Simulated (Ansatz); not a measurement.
## Electronic structure of Cl$_{2}$H$_{2}$InN in real space

Input

```
crystal:
  periodic: [false, false, false]
  atoms:
    - {symbol: In, position_ang: [0.303434, 0.684264, 0.052747]}
    - {symbol: Cl, position_ang: [2.606735, 0.996253, 0.268553]}
    - {symbol: Cl, position_ang: [-1.001477, 2.617747, -0.036915]}
    - {symbol: N, position_ang: [-0.528233, -1.146638, 0.149752]}
    - {symbol: H, position_ang: [-1.445371, -1.236240, -0.280890]}
    - {symbol: H, position_ang: [0.064921, -1.915386, -0.153237]}
basis:
  gaussian: {orbitals: def2-TZVP, initial_orbitals: start.molden}
hamiltonian: {xc: pbe0, dispersion: d4}
scf: {omitted_lower_state_checks: [starts]}
output: {forces: true, orbitals: {seedname: orbitals}}
```

Run with:

```sh
ansatz run in.yaml --threads 4 --pin off --events-out ev --progress --plain --max-ram 3916MiB
```

Geometry: PBE0-D4/def2-SVP; core potentials replace the inner electrons of In.

Theory: Ansatz 0.2.0, RKS PBE0-D4/def2-TZVP.

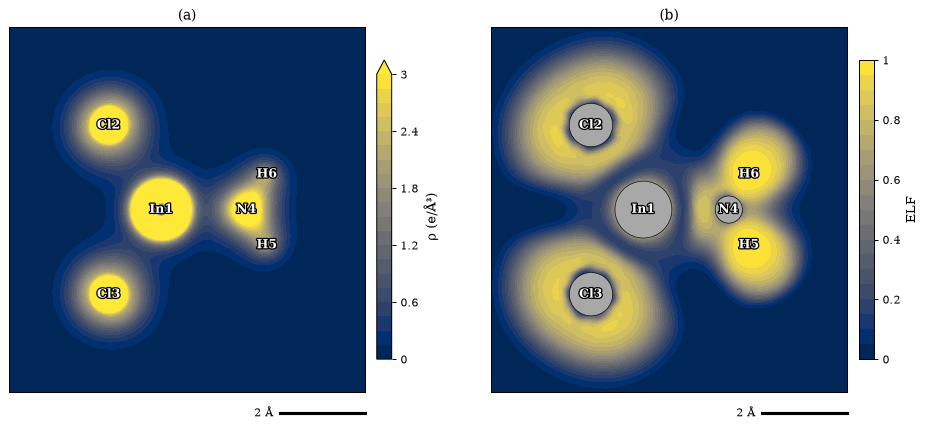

Figure 1. (a) electron density; (b) ELF on the plane of atoms Cl2, In1 and Cl3. Grey discs cover the atomic cores in the ELF map.

What does the map show?

Answer. The plane passes through In, Cl, N and H nuclei. In–N (2.01 Å): ρ at the midpoint is about 0.81 e/Å³; the ELF peaks at about 0.85 in the valence shell of N, 0.7 Å from its nucleus, and drops to about 0.20 between the two atoms. In–Cl (2.33 Å): ρ at the midpoint is about 0.59 e/Å³; the ELF peaks at about 0.80 in the valence shell of Cl, 0.8 Å from its nucleus, and drops to about 0.15 between the two atoms. N–H (1.02 Å): the density is about 2.8 e/Å³ at the midpoint; the ELF climbs to about 1 towards the hydrogen, as it does in any bond to H; an ordinary covalent bond to hydrogen. The ELF also peaks beside Cl3 and Cl2, away from the bonds: lone-pair regions.

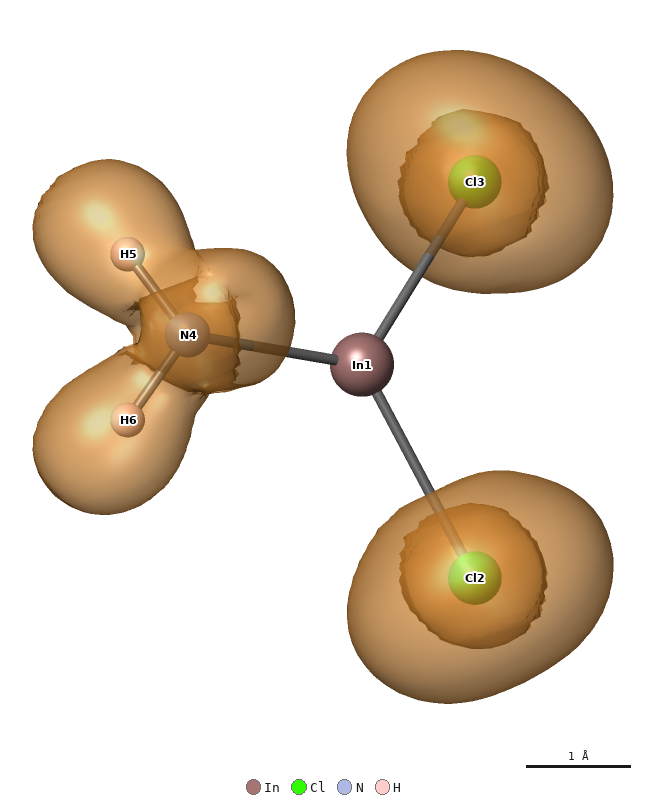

Figure 2. Isosurface of the electron localisation function at 0.75 (orange), seen at a tilt. Core shells and regions of very low density are left out.

Identify the bonds, lone pairs and shells in this picture.

Answer. The surface consists of two regions wrapped around Cl (the valence shell of each) and one joined region spread over several atoms (H, N), in which their bonds and any lone pairs are merged.

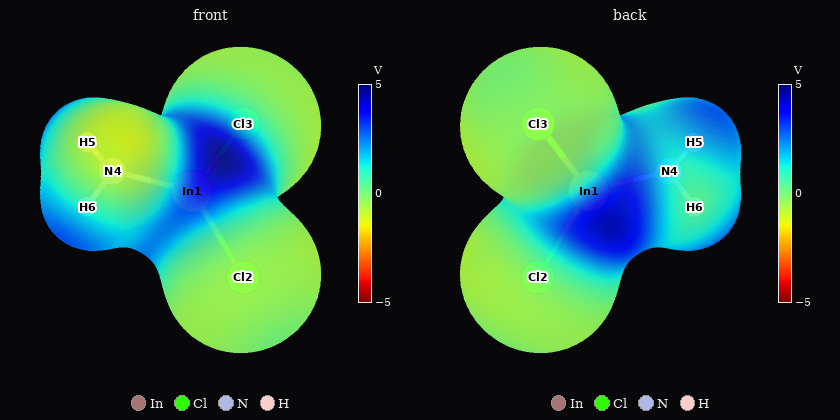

Figure 3. The molecular electrostatic potential painted on the density surface at 0.004 e/bohr³, seen from the front and from behind; the colour scale runs from red (negative) to blue (positive).

Which sites attract a positive test charge, and which a negative one?

Answer. A positive charge is drawn to the negative regions and a negative charge to the positive ones. The most negative region (about −1.3 V, or −30 kcal/mol for a unit charge) lies over N4, the most positive (about +4.5 V, or +104 kcal/mol for a unit charge) over In1. N4 is the likeliest acceptor of a hydrogen bond.
